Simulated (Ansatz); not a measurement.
This input was run:

```
crystal:
  lattice:
    - [6.6990634827, 0.0, 0.0]
    - [-3.3495317414, 5.8015591576, 0.0]
    - [0.0, 0.0, 28.7066625964]
  atoms:
    - { symbol: Cu, position: [0.4879467616, 0.8196667484, 0.5840118923] }
    - { symbol: Cu, position: [0.9130112982, 0.9556504752, 0.5859798443] }
    - { symbol: Cu, position: [0.6292126995, 0.5327392739, 0.5902983098] }
    - { symbol: Cu, position: [0.05957377, 0.6748190406, 0.578981107] }
    - { symbol: Cu, position: [0.3443022791, 0.1002726507, 0.5918899424] }
    - { symbol: Cu, position: [0.7756919391, 0.2493394199, 0.5869230973] }
    - { symbol: Cu, position: [0.1996790919, 0.3867240561, 0.5879242765] }
    - { symbol: Cu, position: [0.2961225007, 0.8595631466, 0.6608647898] }
    - { symbol: Cu, position: [0.7239252381, 0.0071754438, 0.6597885204] }
    - { symbol: Cu, position: [0.4380954838, 0.5788630569, 0.6610410476] }
    - { symbol: Cu, position: [0.8745099436, 0.7250063735, 0.6604128734] }
    - { symbol: Cu, position: [0.1521071332, 0.1511432347, 0.6613690623] }
    - { symbol: Cu, position: [0.5837827708, 0.2944138335, 0.661984161] }
    - { symbol: Cu, position: [0.0101518044, 0.4391788951, 0.6602834273] }
    - { symbol: Cu, position: [0.1078145797, 0.9137226578, 0.7340379749] }
    - { symbol: Cu, position: [0.5348982787, 0.0549277132, 0.73387592] }
    - { symbol: Cu, position: [0.2490637287, 0.6262152573, 0.7342112023] }
    - { symbol: Cu, position: [0.6789794293, 0.7703163132, 0.7329459698] }
    - { symbol: Cu, position: [0.9627245185, 0.1989292538, 0.7333312672] }
    - { symbol: Cu, position: [0.3922434511, 0.341478586, 0.7346177113] }
    - { symbol: Cu, position: [0.8214093967, 0.4854806373, 0.7341695544] }
basis:
  ecutwfc: 420
kpoints:
  mp_grid: { grid: [6, 6, 1] }
hamiltonian:
  xc: pbe
scf:
  occupations: { method: gaussian, width: 0.1 }
output:
  forces: true
  stress: true
  eigenvalues: true
efield:
  axis: 3
  dipole_correction: true
  ramp_width: 0.04
```

Command:
```bash
ansatz run input.yaml --threads 8 --pin off --max-ram 20480MiB --backend cpu --events-out ev --progress --plain --runs-dir out
```

What does the potential across the slab give for the work function?

The work function is 4.81 eV, the same on both faces. The two vacuum levels agree, so the slab has no net dipole along its normal. The outermost atoms are 4.5 Å apart, which leaves 24.2 Å of vacuum in a cell 28.7 Å high.

The atoms aren't at rest in this cell (largest force 0.6 eV/Å), so the relaxed material can differ.

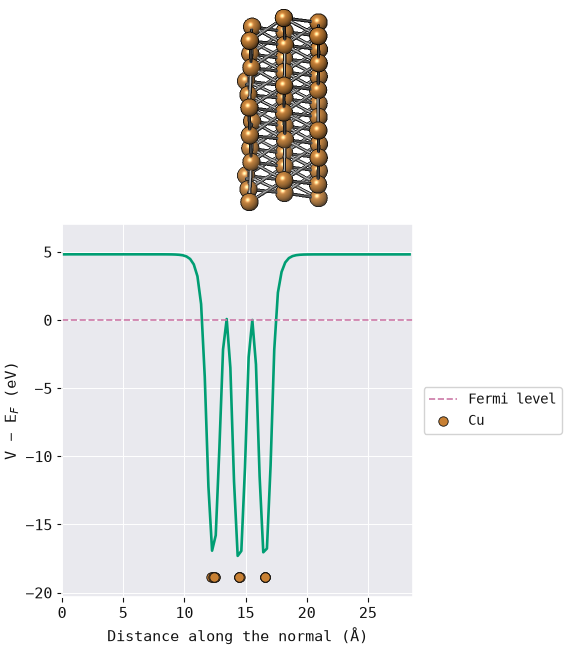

Plane-averaged electrostatic potential energy of an electron across the slab; circles at the bottom mark the heights of the atoms. The structure is drawn too.
